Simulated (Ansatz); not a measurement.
Pressure series in Bi2SiO5

The reference is Bi$_{2}$SiO$_{5}$ (space group Cmc2_1, No. 36; a = 15.1689 Å, b = 5.4807 Å, c = 5.3272 Å; a cell from a computed database, its experimental status unchecked).

Cell and atoms are relaxed at each pressure.

Level of theory: Ansatz (a first-principles code) PBEsol, scalar-relativistic without spin-orbit coupling.

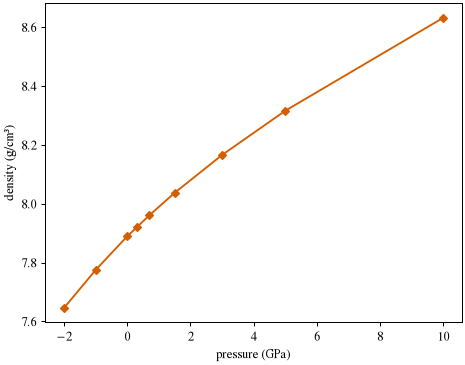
Fig. 1. Density against pressure

```csv
pressure (GPa),density
-2,7.65 g/cm³
-1,7.77 g/cm³
0.3,7.92 g/cm³
0.7,7.96 g/cm³
1.5,8.04 g/cm³
3,8.17 g/cm³
5,8.32 g/cm³
10,8.63 g/cm³
```

Load acts through the strain it causes; cell and atoms are relaxed under it. Whether these cells are dynamically stable was not tested. No other phases were tried under pressure.
